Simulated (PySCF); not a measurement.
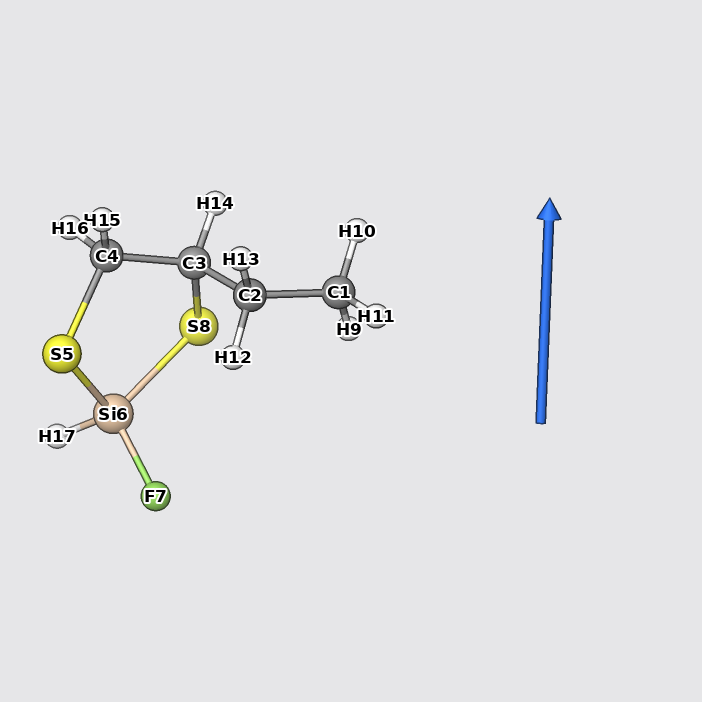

The arrow beside the molecule shows the direction of the dipole moment, from the negative to the positive end (its length means nothing). The computed structure is the end point of a GFN2-xTB optimisation. No frequency run is at hand to confirm it as a minimum. Level of theory: PBE0/pcSseg-1, gas phase (PySCF 2.14.0).

How large is the dipole moment?

2.49 D; it points from the side of F7 to the side of H14, H15 (the outermost atoms at the two ends).

The geometry is semi-empirical. Around Si such bond lengths and angles can be off by a tenth of an ångström or more and by several degrees, and values that hang on the shape move with them.
